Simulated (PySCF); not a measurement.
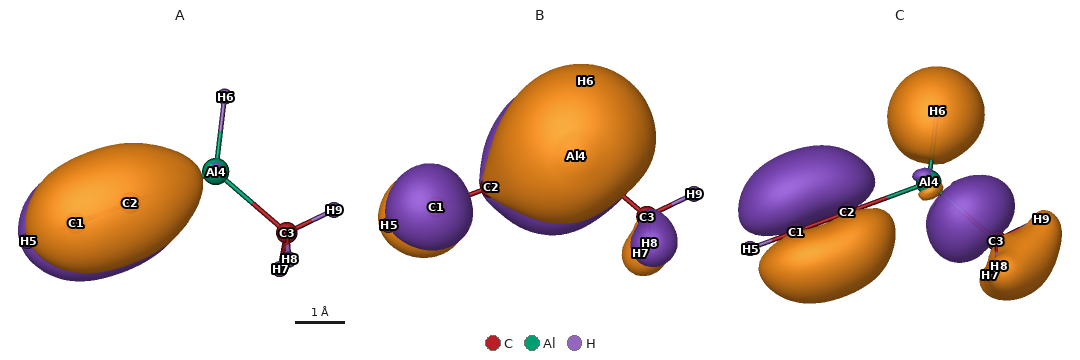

*C3H5Al (SMILES C#[C][AlH][CH3]). Three frontier orbitals at ±0.08 Å⁻³ᐟ² (orange and purple are the two phases), in no order.*

Geometry: B3LYP-D3(BJ)/def2-SVP.

These are results of Gaussian-basis quantum chemistry of an isolated molecule with PySCF, energy and nuclear gradient, functional PBE0 (PySCF), not measurements.

Input file:

```
from pyscf import gto, dft

molecule = gto.Mole()
molecule.atom = 'geometry.xyz'
molecule.verbose = 3
molecule.charge = 0
molecule.spin = 0
molecule.basis = 'def2-tzvpd'
molecule.max_memory = 3720
molecule.build()

ks = dft.RKS(molecule, xc='pbe0')
ks = ks.density_fit(auxbasis='def2-universal-jkfit')
ks.grids.level = 3
ks.conv_tol = 1e-09
ks.max_cycle = 100
ks.kernel()
if not ks.converged:
    ks = ks.newton().run(ks.mo_coeff, ks.mo_occ)

etot = ks.e_tot
print('E = %.10f Eh' % etot)
grad = ks.nuc_grad_method().kernel()
dip = ks.dip_moment()
pop, q = ks.mulliken_pop()
```

Command:

```sh
OMP_NUM_THREADS=2 python calc.py
```

Order the three orbitals by energy and name them.

Answer. A is the HOMO−1 (−8.20 eV). It lies mainly on C2 (about 45 %) and C1 (about 45 %); π-bonding across C2–C1. C is the HOMO (−7.80 eV). It lies mainly on C1 (about 30 %), C2 (about 25 %), C3 (about 15 %), Al4 (about 10 %) and H6 (about 10 %). B is the LUMO (−1.50 eV). Its weight (Hirshfeld) is mainly on Al4 (about 60 %), C1 (about 15 %) and C2 (about 10 %).

What is the HOMO–LUMO gap?

Answer. 6.30 eV between the orbital energies.
